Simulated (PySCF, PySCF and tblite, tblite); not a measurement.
**C10H14: conformers and averaged spectra**

Which conformers does C10H14 (`C=C/C=C(\C=C\C=C)CC`) populate, and what do their averaged NMR parameters look like?

Programs: PySCF 2.14.0 with density-fitted response routines of our own, and tblite 0.8.0. All values are computed, except where a source is named. Atoms count from 0 throughout.

### 1 The molecule as given

24 atoms, charge 0, multiplicity 1; geometry from: MMFF94s geometry.

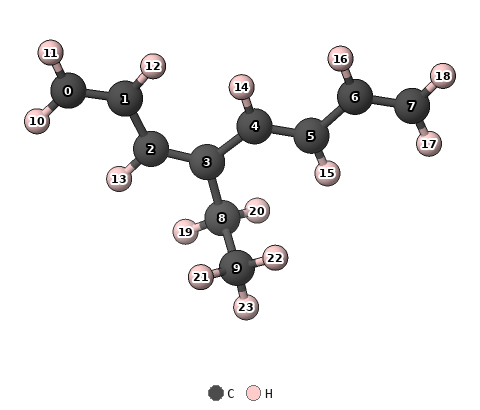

The starting geometry (carbon dark grey, hydrogen pink), atoms numbered.

### 2 GFN2-xTB relaxation, conformer 1

The job: settings as JSON, then the geometry in Å.

```
{"job": {"xc": "GFN2-xTB", "basis": "xTB", "kind": "relax"}, "charge": 0, "multiplicity": 1}
C     -3.143500     2.701700     0.337200
C     -1.972800     2.087900     0.257600
C     -1.816400     0.719600    -0.205100
C     -0.701500    -0.011200    -0.331400
C      0.630500     0.471100     0.042400
C      1.791900    -0.184400    -0.097500
C      3.066700     0.395700     0.287300
C      4.235900    -0.251100     0.169600
C     -0.830600    -1.434500    -0.873300
C     -0.828200    -2.493600     0.224200
H     -4.082100     2.221900     0.041200
H     -3.219900     3.722900     0.701800
H     -1.091100     2.633600     0.590600
H     -2.762800     0.257600    -0.508100
H      0.673400     1.485200     0.451000
H      1.829700    -1.189000    -0.489100
H      3.066600     1.403500     0.705100
H      4.290300    -1.267300    -0.237300
H      5.158100     0.220100     0.474700
H     -1.771600    -1.530700    -1.425500
H     -0.056600    -1.630300    -1.610000
H     -1.644000    -2.331800     0.931000
H      0.121700    -2.483500     0.793200
H     -0.955500    -3.493800    -0.222000
```

The run is started by

```sh
$ OMP_NUM_THREADS=1 python ens_run.py task.json out
```

This one command runs the whole study; its stages follow in the order run.

Output:

```text
step      E/eV     max force
  0    -774.09047    1.273
  1    -774.13222    0.757
  2    -774.14925    0.215
  3    -774.15745    0.214
  4    -774.16216    0.239
  5    -774.16517    0.126
  6    -774.16767    0.124
  7    -774.16988    0.096
  8    -774.17115    0.074
  9    -774.17198    0.076
 10    -774.17267    0.071
 11    -774.17349    0.086
 12    -774.17443    0.065
 13    -774.17513    0.048
 14    -774.17563    0.052
 15    -774.17603    0.058
 16    -774.17639    0.042
 17    -774.17668    0.046
 18    -774.17689    0.034
 19    -774.17689    0.034
 20    -774.17698    0.030
 21    -774.17719    0.019
 22    -774.17726    0.021
 23    -774.17744    0.034
 24    -774.17757    0.032
 25    -774.17771    0.025
 26    -774.17783    0.022
 27    -774.17796    0.024
 28    -774.17807    0.025
 29    -774.17819    0.024
 30    -774.17831    0.025
 31    -774.17845    0.027
 32    -774.17860    0.030
 33    -774.17874    0.030
 34    -774.17888    0.028
 35    -774.17901    0.026
 36    -774.17913    0.020
 37    -774.17924    0.025
 38    -774.17933    0.020
 39    -774.17940    0.020
 40    -774.17946    0.015
 41    -774.17950    0.016
 42    -774.17953    0.014
 43    -774.17957    0.014
 44    -774.17962    0.017
 45    -774.17966    0.015
 46    -774.17969    0.011
 47    -774.17973    0.012
 48    -774.17975    0.011
 49    -774.17977    0.010
 50    -774.17979    0.007
 51    -774.17980    0.007
 52    -774.17982    0.008
 53    -774.17983    0.008
 54    -774.17984    0.006
 55    -774.17985    0.007
 56    -774.17986    0.007
 57    -774.17986    0.005
 58    -774.17987    0.004
 59    -774.17987    0.004
 60    -774.17988    0.004
 61    -774.17988    0.003
```

Wall time 0.85 s (1 thread of Arm Neoverse N1, shared host).

Gain 0.089 eV; displacement 0.05 Å root mean square.

### 3 GFN2-xTB relaxation, conformer 2

The job: settings as JSON, then the geometry in Å.

```
{"job": {"xc": "GFN2-xTB", "basis": "xTB", "kind": "relax"}, "charge": 0, "multiplicity": 1}
C     -2.456300     2.728700     1.559100
C     -1.405400     2.009000     1.187100
C     -1.498900     0.812000     0.377300
C     -0.525100     0.003300    -0.071000
C      0.890600     0.216100     0.271700
C      1.931000    -0.537300    -0.122700
C      3.300100    -0.230400     0.251600
C      4.349600    -0.975300    -0.119300
C     -0.821700    -1.229100    -0.930600
C     -2.284900    -1.509500    -1.299900
H     -3.478300     2.472000     1.257500
H     -2.345300     3.612900     2.179200
H     -0.429500     2.331800     1.549800
H     -2.530500     0.587800     0.089400
H      1.111700     1.092200     0.883400
H      1.791700    -1.417500    -0.725900
H      3.476800     0.646900     0.877800
H      4.227300    -1.871000    -0.740700
H      5.349700    -0.710600     0.188500
H     -0.264400    -1.127900    -1.866700
H     -0.453100    -2.113700    -0.413800
H     -2.895900    -1.678600    -0.413200
H     -2.331000    -2.401400    -1.912000
H     -2.719800    -0.690500    -1.880600
```

Output:

```text
step      E/eV     max force
  0    -774.05286    1.085
  1    -774.08597    0.621
  2    -774.09856    0.193
  3    -774.10603    0.196
  4    -774.11002    0.227
  5    -774.11322    0.137
  6    -774.11685    0.160
  7    -774.12040    0.143
  8    -774.12241    0.101
  9    -774.12361    0.066
 10    -774.12458    0.088
 11    -774.12560    0.108
 12    -774.12665    0.070
 13    -774.12742    0.061
 14    -774.12791    0.047
 15    -774.12824    0.037
 16    -774.12824    0.037
 17    -774.12837    0.029
 18    -774.12854    0.024
 19    -774.12862    0.019
 20    -774.12870    0.018
 21    -774.12875    0.020
 22    -774.12880    0.016
 23    -774.12885    0.015
 24    -774.12889    0.012
 25    -774.12892    0.013
 26    -774.12895    0.011
 27    -774.12897    0.009
 28    -774.12899    0.010
 29    -774.12901    0.009
 30    -774.12904    0.013
 31    -774.12907    0.012
 32    -774.12909    0.009
 33    -774.12910    0.008
 34    -774.12911    0.008
 35    -774.12911    0.008
 36    -774.12912    0.005
 37    -774.12913    0.007
 38    -774.12913    0.005
 39    -774.12913    0.006
 40    -774.12914    0.006
 41    -774.12915    0.006
 42    -774.12915    0.006
 43    -774.12916    0.006
 44    -774.12917    0.006
 45    -774.12917    0.007
 46    -774.12918    0.006
 47    -774.12919    0.006
 48    -774.12919    0.004
 49    -774.12919    0.004
 50    -774.12920    0.003
```

Run time: 0.66 s. Hardware: 1 thread of Arm Neoverse N1, shared host.

Gain 0.076 eV; displacement 0.04 Å root mean square.

### 4 GFN2-xTB relaxation, conformer 3

The job: settings as JSON, then the geometry in Å.

```
{"job": {"xc": "GFN2-xTB", "basis": "xTB", "kind": "relax"}, "charge": 0, "multiplicity": 1}
C     -1.052800     2.608200    -1.839200
C     -1.612100     2.462200    -0.635700
C     -1.807300     1.175200     0.020400
C     -0.904900     0.248900     0.349100
C      0.533400     0.425100     0.166400
C      1.503800    -0.460000     0.420900
C      2.908300    -0.168700     0.192700
C      3.890400    -1.044700     0.458900
C     -1.392700    -1.033100     1.030300
C     -1.547300    -2.190200     0.054700
H     -0.965900     3.595100    -2.282300
H     -0.711900     1.760000    -2.416100
H     -1.994400     3.328000    -0.084600
H     -2.860500     0.998400     0.255600
H      0.829900     1.405200    -0.233600
H      1.276200    -1.441600     0.834800
H      3.169600     0.809500    -0.199900
H      3.681800    -2.044000     0.853500
H      4.920800    -0.785800     0.273900
H     -0.735500    -1.310900     1.866200
H     -2.380200    -0.848300     1.499000
H     -1.917600    -3.073300     0.573700
H     -0.582800    -2.444400    -0.403600
H     -2.260200    -1.951300    -0.747300
```

Output:

```text
step      E/eV     max force
  0    -773.94178    1.211
  1    -773.97876    0.703
  2    -773.99648    0.241
  3    -774.00673    0.241
  4    -774.01188    0.197
  5    -774.01464    0.135
  6    -774.01739    0.132
  7    -774.02006    0.189
  8    -774.02186    0.108
  9    -774.02338    0.112
 10    -774.02499    0.102
 11    -774.02700    0.119
 12    -774.02904    0.100
 13    -774.03111    0.113
 14    -774.03326    0.117
 15    -774.03566    0.113
 16    -774.03791    0.112
 17    -774.03960    0.083
 18    -774.04085    0.079
 19    -774.04206    0.100
 20    -774.04354    0.109
 21    -774.04525    0.120
 22    -774.04679    0.082
 23    -774.04818    0.104
 24    -774.04962    0.100
 25    -774.05105    0.085
 26    -774.05227    0.072
 27    -774.05321    0.063
 28    -774.05398    0.070
 29    -774.05476    0.066
 30    -774.05560    0.060
 31    -774.05644    0.063
 32    -774.05721    0.066
 33    -774.05788    0.055
 34    -774.05847    0.056
 35    -774.05904    0.049
 36    -774.05959    0.054
 37    -774.06006    0.050
 38    -774.06043    0.044
 39    -774.06076    0.040
 40    -774.06076    0.040
 41    -774.06092    0.039
 42    -774.06130    0.040
 43    -774.06144    0.035
 44    -774.06176    0.049
 45    -774.06210    0.040
 46    -774.06227    0.036
 47    -774.06249    0.033
 48    -774.06274    0.044
 49    -774.06300    0.049
 50    -774.06321    0.033
 51    -774.06339    0.035
 52    -774.06358    0.043
 53    -774.06380    0.039
 54    -774.06402    0.033
 55    -774.06422    0.033
 56    -774.06446    0.042
 57    -774.06476    0.053
 58    -774.06507    0.043
 59    -774.06534    0.039
 60    -774.06557    0.034
 61    -774.06585    0.053
 62    -774.06623    0.062
 63    -774.06665    0.041
 64    -774.06703    0.043
 65    -774.06741    0.042
 66    -774.06786    0.061
 67    -774.06836    0.056
 68    -774.06882    0.047
 69    -774.06920    0.044
 70    -774.06955    0.045
 71    -774.06991    0.048
 72    -774.07027    0.047
 73    -774.07059    0.048
 74    -774.07089    0.036
 75    -774.07120    0.036
 76    -774.07148    0.032
 77    -774.07174    0.038
 78    -774.07200    0.047
 79    -774.07233    0.056
 80    -774.07268    0.049
 81    -774.07299    0.038
 82    -774.07319    0.030
 83    -774.07330    0.028
 84    -774.07348    0.028
 85    -774.07369    0.033
 86    -774.07387    0.024
 87    -774.07399    0.020
 88    -774.07410    0.018
 89    -774.07421    0.022
 90    -774.07431    0.019
 91    -774.07440    0.022
 92    -774.07449    0.022
 93    -774.07460    0.025
 94    -774.07475    0.031
 95    -774.07491    0.032
 96    -774.07506    0.026
 97    -774.07521    0.033
 98    -774.07539    0.034
 99    -774.07559    0.034
100    -774.07576    0.029
101    -774.07590    0.024
102    -774.07604    0.025
103    -774.07620    0.031
104    -774.07635    0.026
105    -774.07648    0.019
106    -774.07658    0.024
107    -774.07666    0.021
108    -774.07673    0.022
109    -774.07678    0.015
110    -774.07680    0.010
111    -774.07682    0.010
112    -774.07684    0.009
113    -774.07685    0.007
114    -774.07686    0.008
115    -774.07687    0.007
116    -774.07688    0.009
117    -774.07689    0.009
118    -774.07690    0.008
119    -774.07691    0.006
120    -774.07692    0.007
121    -774.07693    0.009
122    -774.07694    0.010
123    -774.07696    0.012
124    -774.07698    0.011
125    -774.07700    0.009
126    -774.07702    0.007
127    -774.07703    0.007
128    -774.07704    0.007
129    -774.07705    0.007
130    -774.07705    0.007
131    -774.07706    0.006
132    -774.07707    0.005
133    -774.07707    0.005
134    -774.07708    0.005
135    -774.07708    0.006
136    -774.07709    0.005
137    -774.07710    0.006
138    -774.07710    0.006
139    -774.07711    0.006
140    -774.07711    0.005
141    -774.07712    0.004
142    -774.07712    0.004
```

Wall time 1.9 s (1 thread of Arm Neoverse N1, shared host).

Relaxing gained 0.135 eV and moved the atoms by 0.26 Å on average (rms).

### 5 Shieldings, conformer 1: CAM-B3LYP/6-31G*

The job: settings as JSON, then the geometry in Å.

```
{"job": {"xc": "CAM-B3LYP", "basis": "6-31G*", "kind": "nmr", "pop": true}, "charge": 0, "multiplicity": 1}
C     -3.121562     2.690282     0.359299
C     -1.951640     2.055539     0.278174
C     -1.825368     0.718164    -0.230244
C     -0.698997    -0.023448    -0.366537
C      0.602907     0.461635     0.008826
C      1.773883    -0.192676    -0.113937
C      3.030591     0.374884     0.291875
C      4.199087    -0.254903     0.174990
C     -0.822543    -1.428570    -0.897333
C     -0.804663    -2.448607     0.243263
H     -4.039725     2.223986     0.041216
H     -3.201784     3.692180     0.744054
H     -1.057624     2.564884     0.608423
H     -2.762322     0.268486    -0.538360
H      0.638998     1.457478     0.429826
H      1.821989    -1.188083    -0.531754
H      2.995788     1.371669     0.714175
H      4.265139    -1.247193    -0.240878
H      5.125045     0.195449     0.488119
H     -1.760845    -1.529047    -1.446405
H     -0.008422    -1.641135    -1.592036
H     -1.636615    -2.267544     0.920442
H      0.118764    -2.374459     0.812386
H     -0.891817    -3.459208    -0.150028
```

Output:

```text
coarse grid: 19544 points
cycle   1  E = -389.1964044730  dE =  1.570e+00  |g| = 3.916e-01  |ddm| = 4.552e+00
cycle   2  E = -389.2277446151  dE = -3.134e-02  |g| = 2.529e-01  |ddm| = 6.870e-01
cycle   3  E = -389.2445800207  dE = -1.684e-02  |g| = 3.884e-02  |ddm| = 2.720e-01
cycle   4  E = -389.2448898605  dE = -3.098e-04  |g| = 2.794e-02  |ddm| = 7.715e-02
cycle   5  E = -389.2451043515  dE = -2.145e-04  |g| = 5.003e-03  |ddm| = 3.345e-02
cycle   6  E = -389.2451131867  dE = -8.835e-06  |g| = 1.633e-03  |ddm| = 7.046e-03
final grid: 187288 points
cycle   7  E = -389.1683267177  dE = -3.242e-05  |g| = 5.337e-03  |ddm| = 2.653e-02
cycle   8  E = -389.1683295708  dE = -2.853e-06  |g| = 4.547e-03  |ddm| = 1.081e-02
cycle   9  E = -389.1683349613  dE = -5.390e-06  |g| = 7.355e-04  |ddm| = 4.897e-03
cycle  10  E = -389.1683350964  dE = -1.351e-07  |g| = 2.110e-04  |ddm| = 8.762e-04
cycle  11  E = -389.1683351111  dE = -1.469e-08  |g| = 6.992e-05  |ddm| = 3.287e-04
cycle  12  E = -389.1683351128  dE = -1.746e-09  |g| = 1.419e-05  |ddm| = 1.025e-04
cycle  13  E = -389.1683351130  dE = -1.568e-10  |g| = 5.819e-06  |ddm| = 3.408e-05
converged SCF energy = -389.1683351130

GIAO shielding tensors (ppm)
atom      isotropic    diamagn.    paramagn.     s11        s22        s33       span
  0 C       80.267     255.733    -175.466    -15.441     87.789    168.452    183.893
  1 C       68.981     256.701    -187.721    -40.796     68.829    178.909    219.705
  2 C       66.703     256.389    -189.686    -16.076     78.535    137.649    153.725
  3 C       59.059     249.344    -190.285    -32.276     39.787    169.665    201.941
  4 C       70.579     259.558    -188.979    -21.741     71.734    161.742    183.483
  5 C       69.282     257.966    -188.684    -16.948     66.497    158.295    175.243
  6 C       62.095     253.718    -191.623    -42.667     69.279    159.673    202.340
  7 C       80.260     256.217    -175.957    -17.075     87.878    169.976    187.051
  8 C      164.820     249.338     -84.518    151.920    162.989    179.552     27.632
  9 C      178.286     247.724     -69.438    165.104    175.974    193.779     28.675
 10 H       27.260      31.091      -3.831     24.563     26.156     31.061      6.498
 11 H       27.290      29.069      -1.779     25.071     26.161     30.637      5.566
 12 H       25.601      34.133      -8.532     22.892     23.181     30.731      7.839
 13 H       26.436      33.767      -7.332     23.399     23.895     32.013      8.615
 14 H       25.888      36.417     -10.529     22.336     24.079     31.250      8.914
 15 H       26.127      36.707     -10.579     22.737     23.763     31.883      9.146
 16 H       25.969      31.063      -5.094     23.772     24.412     29.723      5.951
 17 H       27.165      32.440      -5.274     24.537     26.016     30.943      6.406
 18 H       27.265      27.718      -0.453     25.077     26.288     30.429      5.352
 19 H       30.336      31.983      -1.647     26.348     29.601     35.059      8.712
 20 H       29.829      33.312      -3.483     26.974     29.055     33.459      6.484
 21 H       31.459      31.130       0.328     27.443     30.349     36.584      9.142
 22 H       30.989      32.194      -1.205     26.090     31.608     35.269      9.180
 23 H       31.269      30.175       1.094     27.583     28.276     37.949     10.367
```

Run time: 73 s. Hardware: 1 thread of Arm Neoverse N1, shared host; peak memory 0.91 GiB.

In short: HOMO -6.58 eV, LUMO -0.25 eV; dipole 0.19 D.

### 6 Shieldings, conformer 2: CAM-B3LYP/6-31G*

The job: settings as JSON, then the geometry in Å.

```
{"job": {"xc": "CAM-B3LYP", "basis": "6-31G*", "kind": "nmr", "pop": false}, "charge": 0, "multiplicity": 1}
C     -2.442566     2.706004     1.544781
C     -1.387916     1.976447     1.179511
C     -1.507142     0.799010     0.363227
C     -0.517583    -0.017503    -0.069636
C      0.868120     0.213586     0.258826
C      1.919644    -0.537063    -0.120566
C      3.273661    -0.231072     0.254324
C      4.325436    -0.962590    -0.111420
C     -0.810194    -1.225984    -0.927346
C     -2.272239    -1.473331    -1.276387
H     -3.443122     2.443729     1.241295
H     -2.343508     3.586000     2.156455
H     -0.405268     2.281225     1.509930
H     -2.525145     0.570958     0.081699
H      1.079234     1.078972     0.871785
H      1.789404    -1.417415    -0.733532
H      3.416685     0.649208     0.868912
H      4.213353    -1.843520    -0.722295
H      5.328751    -0.709397     0.184044
H     -0.243268    -1.122945    -1.857689
H     -0.422608    -2.108270    -0.408753
H     -2.868335    -1.629856    -0.380291
H     -2.349522    -2.366627    -1.892938
H     -2.687604    -0.639803    -1.838031
```

Output:

```text
coarse grid: 19544 points
cycle   1  E = -389.1947640383  dE =  1.577e+00  |g| = 3.942e-01  |ddm| = 4.575e+00
cycle   2  E = -389.2261577760  dE = -3.139e-02  |g| = 2.577e-01  |ddm| = 7.036e-01
cycle   3  E = -389.2434075550  dE = -1.725e-02  |g| = 4.578e-02  |ddm| = 2.812e-01
cycle   4  E = -389.2437445810  dE = -3.370e-04  |g| = 3.551e-02  |ddm| = 8.959e-02
cycle   5  E = -389.2440894710  dE = -3.449e-04  |g| = 4.200e-03  |ddm| = 3.952e-02
cycle   6  E = -389.2440964666  dE = -6.996e-06  |g| = 1.620e-03  |ddm| = 6.092e-03
final grid: 187288 points
cycle   7  E = -389.1682481933  dE = -3.367e-05  |g| = 5.372e-03  |ddm| = 2.947e-02
cycle   8  E = -389.1682514818  dE = -3.289e-06  |g| = 4.400e-03  |ddm| = 1.095e-02
cycle   9  E = -389.1682565586  dE = -5.077e-06  |g| = 5.771e-04  |ddm| = 4.698e-03
cycle  10  E = -389.1682566394  dE = -8.082e-08  |g| = 2.229e-04  |ddm| = 7.591e-04
cycle  11  E = -389.1682566544  dE = -1.497e-08  |g| = 7.211e-05  |ddm| = 3.238e-04
cycle  12  E = -389.1682566561  dE = -1.693e-09  |g| = 1.277e-05  |ddm| = 9.463e-05
cycle  13  E = -389.1682566562  dE = -1.328e-10  |g| = 6.018e-06  |ddm| = 3.108e-05
converged SCF energy = -389.1682566562

GIAO shielding tensors (ppm)
atom      isotropic    diamagn.    paramagn.     s11        s22        s33       span
  0 C       79.777     256.082    -176.305    -15.787     87.534    167.585    183.372
  1 C       68.853     256.476    -187.623    -40.957     68.404    179.112    220.070
  2 C       70.284     256.707    -186.424    -14.010     70.315    154.547    168.557
  3 C       61.997     248.863    -186.866    -26.556     41.659    170.890    197.446
  4 C       68.649     258.761    -190.112    -22.432     68.836    159.544    181.975
  5 C       70.269     257.618    -187.349    -16.248     67.181    159.873    176.120
  6 C       62.056     253.712    -191.655    -42.819     69.462    159.526    202.344
  7 C       80.496     256.034    -175.538    -16.918     88.499    169.907    186.825
  8 C      170.212     250.629     -80.418    166.121    166.208    178.306     12.185
  9 C      183.353     246.534     -63.180    179.810    181.296    188.955      9.145
 10 H       27.189      31.543      -4.354     24.608     25.944     31.015      6.407
 11 H       27.243      29.071      -1.828     25.123     26.046     30.561      5.438
 12 H       25.494      33.961      -8.467     22.623     23.249     30.610      7.987
 13 H       26.479      35.169      -8.690     22.929     23.391     33.116     10.186
 14 H       25.727      36.145     -10.418     21.948     23.932     31.302      9.354
 15 H       26.206      36.763     -10.557     23.214     23.299     32.105      8.891
 16 H       25.977      30.845      -4.868     23.806     24.344     29.780      5.974
 17 H       27.193      32.528      -5.335     24.612     26.014     30.952      6.340
 18 H       27.294      27.446      -0.152     25.116     26.294     30.472      5.356
 19 H       30.019      33.659      -3.640     24.425     30.961     34.671     10.246
 20 H       30.017      33.645      -3.628     24.419     30.960     34.673     10.254
 21 H       31.247      30.854       0.393     27.417     29.566     36.758      9.341
 22 H       31.272      29.384       1.888     26.518     29.729     37.569     11.052
 23 H       31.249      30.864       0.384     27.420     29.563     36.762      9.342
```

Wall time 70 s (1 thread of Arm Neoverse N1, shared host); peak memory 0.92 GiB.

In short: HOMO -6.61 eV, LUMO -0.17 eV; dipole 0.31 D.

[end of part 1 of 2]
